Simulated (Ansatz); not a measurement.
# Molecular dynamics, with input and output: SiH$_{2}$O$_{2}$ (part 1 of 3)

SiH$_{2}$O$_{2}$, computed with RKS B3LYP/def2-SVP (Ansatz 0.2.0).

It belongs to a series of runs on one base structure; here: dynamics from the highest image of the converged band. Figures and captions count atoms from 1; the log counts them from 0 in places.

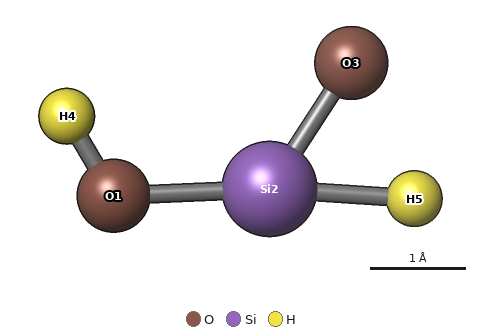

Figure 1. The structure as given in the input (ball-and-stick view, seen on its broad side; atoms are numbered from 1 in the order of the input).

## Summary

```csv
quantity,value
outcome,finished
mean temperature over the second half,2703 K
trajectory,"200 steps, 100 fs"
ensemble,nve
temperature in the input,100.0 K
time step,0.5 fs
potential energy (last step),−11998.1293 eV
mean-field energy (last step),−11998.1293 eV
largest force (length of the vector) (last step),3.734 eV/Å
hardware,"1 thread of Arm Neoverse V2, 24 GiB of memory available, shared host"
wall time,3.1 min
peak memory,0.097 GiB
```

## Notes

So short a trajectory is not equilibrated.

## Input
```yaml
crystal:
  periodic: [false, false, false]
  atoms:
    - { symbol: O, position_ang: [-1.404231, -0.23179, -0.164917] }
    - { symbol: Si, position_ang: [0.172012, -0.341493, 0.295248] }
    - { symbol: O, position_ang: [1.340447, 0.606307, -0.194506] }
    - { symbol: H, position_ang: [-1.651359, 0.4705, -0.790452] }
    - { symbol: H, position_ang: [1.59313, -0.577124, 0.813228] }
basis:
  gaussian: { orbitals: def2-SVP }
hamiltonian:
  xc: b3lyp
md:
  timestep: 0.5
  n_steps: 200
  ensemble: nve
  temperature: 100.0
  initial_velocities: maxwell_boltzmann
  seed: 12436
```

Command:
```bash
ansatz run input.yaml --threads 1 --pin off --max-ram 2048MiB --backend cpu --events-out ev --progress --plain --runs-dir out
```

## What the program printed
```
Engine: ansatz 0.2.0, aarch64-unknown-linux-gnu
Functional definition: B3LYP
  parameter a0 = 0.2
  parameter ax = 0.72
  parameter ac = 0.81
  exchange = (1 - a0 - ax)*slater_x + ax*b88_x + a0*exact_x
  correlation = (1 - ac)*vwn_rpa_c + ac*lyp_c
560 factors; integrals over basis functions are off by at most 3.6e-4 eV
mean field evaluation 1: about -11986.0341 eV, gradient 7.7e1 eV
mean field evaluation 2: about -11898.6672 eV, gradient 1.8e2 eV
mean field evaluation 4: about -11997.2693 eV, gradient 1.3e1 eV
mean field evaluation 8: about -11997.5952 eV, gradient 1.3e-1 eV
mean field evaluation 16: about -11997.5920 eV, gradient 2.3e-5 eV
mean field -11997.59201233 eV, -440.9033741933 hartree, gradient 2.3e-5 eV, S^2 0.000000; 0 other end points of the search recorded, 0 dependent functions left out
the calculation of the forces begins
reference -11997.59220174 eV, -440.9033811537 hartree; 16, 16 occupied and 40, 40 virtual orbitals, 560 factors
md step     0: t =     0.00 fs  T =   100.0 K  F+E_penalty+E_count = -11997.59201233 eV  E_kin = 0.038778 eV  conserved = -11997.55323433 eV  (25 SCF iters)
these checks for a lower state are left out or cut short: starts, cluster_reference, orbital_swaps, neighbouring_geometries, increment
560 factors; integrals over basis functions are off by at most 3.6e-4 eV
mean field -11997.59170840 eV, -440.9033630241 hartree, gradient 1.3e-5 eV, S^2 0.000000; 0 other end points of the search recorded, 0 dependent functions left out
the calculation of the forces begins
reference -11997.59189782 eV, -440.9033699850 hartree; 16, 16 occupied and 40, 40 virtual orbitals, 560 factors
md step     1: t =     0.50 fs  T =    99.2 K  F+E_penalty+E_count = -11997.59170840 eV  E_kin = 0.038480 eV  conserved = -11997.55322815 eV  (27 SCF iters)
[... from here on the SCF iterations and repeated set-up lines of each step are left out, up to the last step ...]
md step     2: t =     1.00 fs  T =    96.7 K  F+E_penalty+E_count = -11997.59072237 eV  E_kin = 0.037512 eV  conserved = -11997.55321044 eV  (27 SCF iters)
md step     3: t =     1.50 fs  T =    93.2 K  F+E_penalty+E_count = -11997.58932480 eV  E_kin = 0.036137 eV  conserved = -11997.55318764 eV  (26 SCF iters)
md step     4: t =     2.00 fs  T =    89.5 K  F+E_penalty+E_count = -11997.58786664 eV  E_kin = 0.034699 eV  conserved = -11997.55316781 eV  (26 SCF iters)
md step     5: t =     2.50 fs  T =    86.4 K  F+E_penalty+E_count = -11997.58665797 eV  E_kin = 0.033502 eV  conserved = -11997.55315630 eV  (26 SCF iters)
md step     6: t =     3.00 fs  T =    84.4 K  F+E_penalty+E_count = -11997.58588382 eV  E_kin = 0.032730 eV  conserved = -11997.55315368 eV  (27 SCF iters)
md step     7: t =     3.50 fs  T =    83.7 K  F+E_penalty+E_count = -11997.58559424 eV  E_kin = 0.032438 eV  conserved = -11997.55315584 eV  (26 SCF iters)
md step     8: t =     4.00 fs  T =    84.1 K  F+E_penalty+E_count = -11997.58576595 eV  E_kin = 0.032609 eV  conserved = -11997.55315674 eV  (26 SCF iters)
md step     9: t =     4.50 fs  T =    85.7 K  F+E_penalty+E_count = -11997.58639439 eV  E_kin = 0.033243 eV  conserved = -11997.55315181 eV  (27 SCF iters)
md step    10: t =     5.00 fs  T =    88.8 K  F+E_penalty+E_count = -11997.58756395 eV  E_kin = 0.034424 eV  conserved = -11997.55314019 eV  (27 SCF iters)
md step    11: t =     5.50 fs  T =    93.7 K  F+E_penalty+E_count = -11997.58946352 eV  E_kin = 0.036340 eV  conserved = -11997.55312401 eV  (26 SCF iters)
md step    12: t =     6.00 fs  T =   101.2 K  F+E_penalty+E_count = -11997.59235054 eV  E_kin = 0.039243 eV  conserved = -11997.55310740 eV  (27 SCF iters)
md step    13: t =     6.50 fs  T =   111.9 K  F+E_penalty+E_count = -11997.59648875 eV  E_kin = 0.043395 eV  conserved = -11997.55309349 eV  (27 SCF iters)
md step    14: t =     7.00 fs  T =   126.4 K  F+E_penalty+E_count = -11997.60210000 eV  E_kin = 0.049017 eV  conserved = -11997.55308285 eV  (26 SCF iters)
md step    15: t =     7.50 fs  T =   145.2 K  F+E_penalty+E_count = -11997.60935843 eV  E_kin = 0.056287 eV  conserved = -11997.55307180 eV  (26 SCF iters)
md step    16: t =     8.00 fs  T =   168.6 K  F+E_penalty+E_count = -11997.61844302 eV  E_kin = 0.065389 eV  conserved = -11997.55305450 eV  (26 SCF iters)
md step    17: t =     8.50 fs  T =   197.6 K  F+E_penalty+E_count = -11997.62963403 eV  E_kin = 0.076610 eV  conserved = -11997.55302365 eV  (26 SCF iters)
md step    18: t =     9.00 fs  T =   233.3 K  F+E_penalty+E_count = -11997.64342750 eV  E_kin = 0.090454 eV  conserved = -11997.55297381 eV  (27 SCF iters)
md step    19: t =     9.50 fs  T =   277.8 K  F+E_penalty+E_count = -11997.66062218 eV  E_kin = 0.107719 eV  conserved = -11997.55290311 eV  (26 SCF iters)
md step    20: t =    10.00 fs  T =   334.0 K  F+E_penalty+E_count = -11997.68234366 eV  E_kin = 0.129527 eV  conserved = -11997.55281700 eV  (26 SCF iters)
md step    21: t =    10.50 fs  T =   405.5 K  F+E_penalty+E_count = -11997.70997772 eV  E_kin = 0.157254 eV  conserved = -11997.55272395 eV  (26 SCF iters)
md step    22: t =    11.00 fs  T =   496.2 K  F+E_penalty+E_count = -11997.74503971 eV  E_kin = 0.192405 eV  conserved = -11997.55263470 eV  (26 SCF iters)
md step    23: t =    11.50 fs  T =   609.8 K  F+E_penalty+E_count = -11997.78901809 eV  E_kin = 0.236460 eV  conserved = -11997.55255835 eV  (26 SCF iters)
md step    24: t =    12.00 fs  T =   749.8 K  F+E_penalty+E_count = -11997.84324701 eV  E_kin = 0.290746 eV  conserved = -11997.55250071 eV  (26 SCF iters)
md step    25: t =    12.50 fs  T =   919.0 K  F+E_penalty+E_count = -11997.90883293 eV  E_kin = 0.356367 eV  conserved = -11997.55246562 eV  (27 SCF iters)
md step    26: t =    13.00 fs  T =  1119.6 K  F+E_penalty+E_count = -11997.98661650 eV  E_kin = 0.434158 eV  conserved = -11997.55245811 eV  (26 SCF iters)
md step    27: t =    13.50 fs  T =  1352.9 K  F+E_penalty+E_count = -11998.07711915 eV  E_kin = 0.524631 eV  conserved = -11997.55248784 eV  (27 SCF iters)
md step    28: t =    14.00 fs  T =  1619.1 K  F+E_penalty+E_count = -11998.18042421 eV  E_kin = 0.627855 eV  conserved = -11997.55256961 eV  (26 SCF iters)
md step    29: t =    14.50 fs  T =  1916.7 K  F+E_penalty+E_count = -11998.29597978 eV  E_kin = 0.743259 eV  conserved = -11997.55272112 eV  (25 SCF iters)
md step    30: t =    15.00 fs  T =  2242.0 K  F+E_penalty+E_count = -11998.42235829 eV  E_kin = 0.869405 eV  conserved = -11997.55295376 eV  (26 SCF iters)
md step    31: t =    15.50 fs  T =  2588.6 K  F+E_penalty+E_count = -11998.55707181 eV  E_kin = 1.003803 eV  conserved = -11997.55326906 eV  (24 SCF iters)
md step    32: t =    16.00 fs  T =  2947.3 K  F+E_penalty+E_count = -11998.69653612 eV  E_kin = 1.142885 eV  conserved = -11997.55365087 eV  (25 SCF iters)
md step    33: t =    16.50 fs  T =  3306.5 K  F+E_penalty+E_count = -11998.83626716 eV  E_kin = 1.282201 eV  conserved = -11997.55406648 eV  (25 SCF iters)
md step    34: t =    17.00 fs  T =  3653.7 K  F+E_penalty+E_count = -11998.97130539 eV  E_kin = 1.416831 eV  conserved = -11997.55447403 eV  (25 SCF iters)
md step    35: t =    17.50 fs  T =  3976.3 K  F+E_penalty+E_count = -11999.09678035 eV  E_kin = 1.541948 eV  conserved = -11997.55483201 eV  (24 SCF iters)
md step    36: t =    18.00 fs  T =  4263.7 K  F+E_penalty+E_count = -11999.20847244 eV  E_kin = 1.653361 eV  conserved = -11997.55511106 eV  (24 SCF iters)
md step    37: t =    18.50 fs  T =  4507.5 K  F+E_penalty+E_count = -11999.30322029 eV  E_kin = 1.747922 eV  conserved = -11997.55529858 eV  (24 SCF iters)
md step    38: t =    19.00 fs  T =  4702.9 K  F+E_penalty+E_count = -11999.37909271 eV  E_kin = 1.823694 eV  conserved = -11997.55539899 eV  (23 SCF iters)
md step    39: t =    19.50 fs  T =  4847.8 K  F+E_penalty+E_count = -11999.43532061 eV  E_kin = 1.879893 eV  conserved = -11997.55542771 eV  (24 SCF iters)
md step    40: t =    20.00 fs  T =  4942.7 K  F+E_penalty+E_count = -11999.47207069 eV  E_kin = 1.916666 eV  conserved = -11997.55540419 eV  (25 SCF iters)
md step    41: t =    20.50 fs  T =  4989.5 K  F+E_penalty+E_count = -11999.49017068 eV  E_kin = 1.934827 eV  conserved = -11997.55534388 eV  (24 SCF iters)
md step    42: t =    21.00 fs  T =  4991.6 K  F+E_penalty+E_count = -11999.49088955 eV  E_kin = 1.935633 eV  conserved = -11997.55525609 eV  (24 SCF iters)
md step    43: t =    21.50 fs  T =  4953.0 K  F+E_penalty+E_count = -11999.47581104 eV  E_kin = 1.920666 eV  conserved = -11997.55514533 eV  (24 SCF iters)
md step    44: t =    22.00 fs  T =  4878.4 K  F+E_penalty+E_count = -11999.44677362 eV  E_kin = 1.891756 eV  conserved = -11997.55501718 eV  (24 SCF iters)
md step    45: t =    22.50 fs  T =  4773.1 K  F+E_penalty+E_count = -11999.40580922 eV  E_kin = 1.850930 eV  conserved = -11997.55487894 eV  (27 SCF iters)
md step    46: t =    23.00 fs  T =  4642.6 K  F+E_penalty+E_count = -11999.35504287 eV  E_kin = 1.800302 eV  conserved = -11997.55474114 eV  (27 SCF iters)
md step    47: t =    23.50 fs  T =  4492.0 K  F+E_penalty+E_count = -11999.29654053 eV  E_kin = 1.741925 eV  conserved = -11997.55461540 eV  (27 SCF iters)
md step    48: t =    24.00 fs  T =  4326.2 K  F+E_penalty+E_count = -11999.23213878 eV  E_kin = 1.677627 eV  conserved = -11997.55451226 eV  (27 SCF iters)
md step    49: t =    24.50 fs  T =  4148.9 K  F+E_penalty+E_count = -11999.16329574 eV  E_kin = 1.608859 eV  conserved = -11997.55443702 eV  (27 SCF iters)
md step    50: t =    25.00 fs  T =  3962.6 K  F+E_penalty+E_count = -11999.09101304 eV  E_kin = 1.536624 eV  conserved = -11997.55438912 eV  (27 SCF iters)
md step    51: t =    25.50 fs  T =  3768.9 K  F+E_penalty+E_count = -11999.01584854 eV  E_kin = 1.461486 eV  conserved = -11997.55436301 eV  (27 SCF iters)
md step    52: t =    26.00 fs  T =  3568.2 K  F+E_penalty+E_count = -11998.93800804 eV  E_kin = 1.383658 eV  conserved = -11997.55434993 eV  (27 SCF iters)
md step    53: t =    26.50 fs  T =  3360.5 K  F+E_penalty+E_count = -11998.85748681 eV  E_kin = 1.303146 eV  conserved = -11997.55434040 eV  (27 SCF iters)
md step    54: t =    27.00 fs  T =  3145.8 K  F+E_penalty+E_count = -11998.77421985 eV  E_kin = 1.219893 eV  conserved = -11997.55432731 eV  (27 SCF iters)
md step    55: t =    27.50 fs  T =  2924.1 K  F+E_penalty+E_count = -11998.68819619 eV  E_kin = 1.133889 eV  conserved = -11997.55430762 eV  (28 SCF iters)
md step    56: t =    28.00 fs  T =  2695.4 K  F+E_penalty+E_count = -11998.59951359 eV  E_kin = 1.045233 eV  conserved = -11997.55428068 eV  (28 SCF iters)
md step    57: t =    28.50 fs  T =  2460.5 K  F+E_penalty+E_count = -11998.50839038 eV  E_kin = 0.954143 eV  conserved = -11997.55424727 eV  (28 SCF iters)
md step    58: t =    29.00 fs  T =  2220.3 K  F+E_penalty+E_count = -11998.41517518 eV  E_kin = 0.860972 eV  conserved = -11997.55420334 eV  (28 SCF iters)
md step    59: t =    29.50 fs  T =  1976.1 K  F+E_penalty+E_count = -11998.32042997 eV  E_kin = 0.766291 eV  conserved = -11997.55413872 eV  (25 SCF iters)
md step    60: t =    30.00 fs  T =  1730.6 K  F+E_penalty+E_count = -11998.22511358 eV  E_kin = 0.671076 eV  conserved = -11997.55403779 eV  (28 SCF iters)
md step    61: t =    30.50 fs  T =  1487.9 K  F+E_penalty+E_count = -11998.13085685 eV  E_kin = 0.576976 eV  conserved = -11997.55388035 eV  (29 SCF iters)
md step    62: t =    31.00 fs  T =  1255.0 K  F+E_penalty+E_count = -11998.04029243 eV  E_kin = 0.486645 eV  conserved = -11997.55364725 eV  (28 SCF iters)
md step    63: t =    31.50 fs  T =  1041.9 K  F+E_penalty+E_count = -11997.95735554 eV  E_kin = 0.404031 eV  conserved = -11997.55332497 eV  (28 SCF iters)
md step    64: t =    32.00 fs  T =   862.7 K  F+E_penalty+E_count = -11997.88745700 eV  E_kin = 0.334541 eV  conserved = -11997.55291608 eV  (29 SCF iters)
md step    65: t =    32.50 fs  T =   734.7 K  F+E_penalty+E_count = -11997.83737154 eV  E_kin = 0.284918 eV  conserved = -11997.55245350 eV  (28 SCF iters)
md step    66: t =    33.00 fs  T =   677.3 K  F+E_penalty+E_count = -11997.81465458 eV  E_kin = 0.262648 eV  conserved = -11997.55200658 eV  (28 SCF iters)
md step    67: t =    33.50 fs  T =   708.7 K  F+E_penalty+E_count = -11997.82648561 eV  E_kin = 0.274806 eV  conserved = -11997.55168002 eV  (29 SCF iters)
md step    68: t =    34.00 fs  T =   841.8 K  F+E_penalty+E_count = -11997.87801155 eV  E_kin = 0.326421 eV  conserved = -11997.55159090 eV  (28 SCF iters)
md step    69: t =    34.50 fs  T =  1079.8 K  F+E_penalty+E_count = -11997.97056422 eV  E_kin = 0.418737 eV  conserved = -11997.55182731 eV  (28 SCF iters)
md step    70: t =    35.00 fs  T =  1413.1 K  F+E_penalty+E_count = -11998.10037987 eV  E_kin = 0.547975 eV  conserved = -11997.55240471 eV  (28 SCF iters)
md step    71: t =    35.50 fs  T =  1818.6 K  F+E_penalty+E_count = -11998.25845634 eV  E_kin = 0.705212 eV  conserved = -11997.55324388 eV  (28 SCF iters)
md step    72: t =    36.00 fs  T =  2263.3 K  F+E_penalty+E_count = -11998.43183424 eV  E_kin = 0.877645 eV  conserved = -11997.55418907 eV  (27 SCF iters)
md step    73: t =    36.50 fs  T =  2710.1 K  F+E_penalty+E_count = -11998.60599324 eV  E_kin = 1.050930 eV  conserved = -11997.55506289 eV  (27 SCF iters)
md step    74: t =    37.00 fs  T =  3125.0 K  F+E_penalty+E_count = -11998.76754587 eV  E_kin = 1.211822 eV  conserved = -11997.55572390 eV  (27 SCF iters)
md step    75: t =    37.50 fs  T =  3482.0 K  F+E_penalty+E_count = -11998.90635278 eV  E_kin = 1.350246 eV  conserved = -11997.55610656 eV  (27 SCF iters)
md step    76: t =    38.00 fs  T =  3765.7 K  F+E_penalty+E_count = -11999.01649392 eV  E_kin = 1.460271 eV  conserved = -11997.55622337 eV  (27 SCF iters)
md step    77: t =    38.50 fs  T =  3971.1 K  F+E_penalty+E_count = -11999.09606820 eV  E_kin = 1.539930 eV  conserved = -11997.55613845 eV  (25 SCF iters)
md step    78: t =    39.00 fs  T =  4101.1 K  F+E_penalty+E_count = -11999.14625718 eV  E_kin = 1.590334 eV  conserved = -11997.55592339 eV  (28 SCF iters)
md step    79: t =    39.50 fs  T =  4163.7 K  F+E_penalty+E_count = -11999.17024106 eV  E_kin = 1.614604 eV  conserved = -11997.55563660 eV  (28 SCF iters)
md step    80: t =    40.00 fs  T =  4169.9 K  F+E_penalty+E_count = -11999.17231231 eV  E_kin = 1.616995 eV  conserved = -11997.55531683 eV  (28 SCF iters)
md step    81: t =    40.50 fs  T =  4132.0 K  F+E_penalty+E_count = -11999.15727876 eV  E_kin = 1.602288 eV  conserved = -11997.55499035 eV  (28 SCF iters)
md step    82: t =    41.00 fs  T =  4062.6 K  F+E_penalty+E_count = -11999.13006145 eV  E_kin = 1.575384 eV  conserved = -11997.55467757 eV  (27 SCF iters)
md step    83: t =    41.50 fs  T =  3973.8 K  F+E_penalty+E_count = -11999.09537218 eV  E_kin = 1.540973 eV  conserved = -11997.55439885 eV  (28 SCF iters)
md step    84: t =    42.00 fs  T =  3876.5 K  F+E_penalty+E_count = -11999.05741091 eV  E_kin = 1.503241 eV  conserved = -11997.55416998 eV  (27 SCF iters)
md step    85: t =    42.50 fs  T =  3779.5 K  F+E_penalty+E_count = -11999.01961901 eV  E_kin = 1.465619 eV  conserved = -11997.55399990 eV  (27 SCF iters)
md step    86: t =    43.00 fs  T =  3689.3 K  F+E_penalty+E_count = -11998.98453859 eV  E_kin = 1.430650 eV  conserved = -11997.55388833 eV  (27 SCF iters)
md step    87: t =    43.50 fs  T =  3610.3 K  F+E_penalty+E_count = -11998.95381131 eV  E_kin = 1.399985 eV  conserved = -11997.55382630 eV  (27 SCF iters)
md step    88: t =    44.00 fs  T =  3544.6 K  F+E_penalty+E_count = -11998.92831323 eV  E_kin = 1.374513 eV  conserved = -11997.55379974 eV  (24 SCF iters)
md step    89: t =    44.50 fs  T =  3493.2 K  F+E_penalty+E_count = -11998.90837637 eV  E_kin = 1.354583 eV  conserved = -11997.55379327 eV  (24 SCF iters)
md step    90: t =    45.00 fs  T =  3456.1 K  F+E_penalty+E_count = -11998.89401714 eV  E_kin = 1.340219 eV  conserved = -11997.55379848 eV  (24 SCF iters)
md step    91: t =    45.50 fs  T =  3433.0 K  F+E_penalty+E_count = -11998.88506379 eV  E_kin = 1.331245 eV  conserved = -11997.55381830 eV  (24 SCF iters)
md step    92: t =    46.00 fs  T =  3422.7 K  F+E_penalty+E_count = -11998.88111289 eV  E_kin = 1.327246 eV  conserved = -11997.55386680 eV  (24 SCF iters)
md step    93: t =    46.50 fs  T =  3423.0 K  F+E_penalty+E_count = -11998.88131642 eV  E_kin = 1.327354 eV  conserved = -11997.55396215 eV  (24 SCF iters)
md step    94: t =    47.00 fs  T =  3429.7 K  F+E_penalty+E_count = -11998.88410171 eV  E_kin = 1.329984 eV  conserved = -11997.55411788 eV  (24 SCF iters)
md step    95: t =    47.50 fs  T =  3436.6 K  F+E_penalty+E_count = -11998.88697497 eV  E_kin = 1.332641 eV  conserved = -11997.55433418 eV  (24 SCF iters)
md step    96: t =    48.00 fs  T =  3434.8 K  F+E_penalty+E_count = -11998.88652503 eV  E_kin = 1.331929 eV  conserved = -11997.55459653 eV  (24 SCF iters)
md step    97: t =    48.50 fs  T =  3413.7 K  F+E_penalty+E_count = -11998.87864215 eV  E_kin = 1.323761 eV  conserved = -11997.55488103 eV  (25 SCF iters)
md step    98: t =    49.00 fs  T =  3362.0 K  F+E_penalty+E_count = -11998.85888519 eV  E_kin = 1.303727 eV  conserved = -11997.55515771 eV  (24 SCF iters)
md step    99: t =    49.50 fs  T =  3268.7 K  F+E_penalty+E_count = -11998.82294136 eV  E_kin = 1.267552 eV  conserved = -11997.55538932 eV  (24 SCF iters)
md step   100: t =    50.00 fs  T =  3124.7 K  F+E_penalty+E_count = -11998.76720188 eV  E_kin = 1.211678 eV  conserved = -11997.55552372 eV  (24 SCF iters)
md step   101: t =    50.50 fs  T =  2924.5 K  F+E_penalty+E_count = -11998.68955196 eV  E_kin = 1.134060 eV  conserved = -11997.55549196 eV  (24 SCF iters)
md step   102: t =    51.00 fs  T =  2669.5 K  F+E_penalty+E_count = -11998.59041322 eV  E_kin = 1.035195 eV  conserved = -11997.55521848 eV  (24 SCF iters)
md step   103: t =    51.50 fs  T =  2370.5 K  F+E_penalty+E_count = -11998.47388145 eV  E_kin = 0.919231 eV  conserved = -11997.55465078 eV  (24 SCF iters)
md step   104: t =    52.00 fs  T =  2049.2 K  F+E_penalty+E_count = -11998.34846436 eV  E_kin = 0.794646 eV  conserved = -11997.55381852 eV  (24 SCF iters)
```
